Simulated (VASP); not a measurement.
Band structure of TaGe (relaxed from the NbAs structure, space group I4_1md). Level of theory: PBEsol GGA, VASP's PBE PAW potentials (set 64) (plane waves; VASP).

Unless said otherwise, spin-orbit coupling is left out, though it shifts the bands of the heavy elements here.

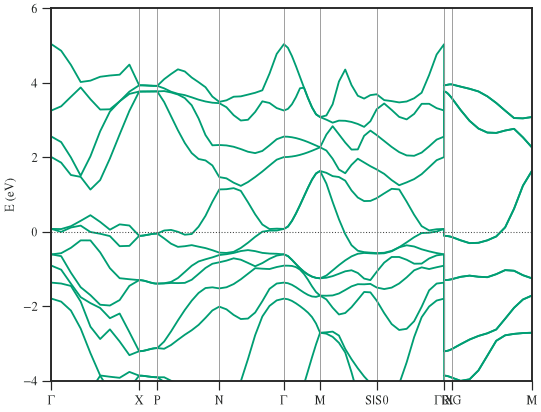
Figure. Bands along high-symmetry lines, zero at the valence-band maximum or, without a gap, the Fermi level

Question: Read the plot: is there a gap, and where are the band edges?

Answer: It has no gap at this level: it comes out as a metal or semimetal. (Edges off the drawn lines would not show.)

The structure was generated: TaGe was put into the NbAs type (I4_1md), which need not be its known phase. It was relaxed first.
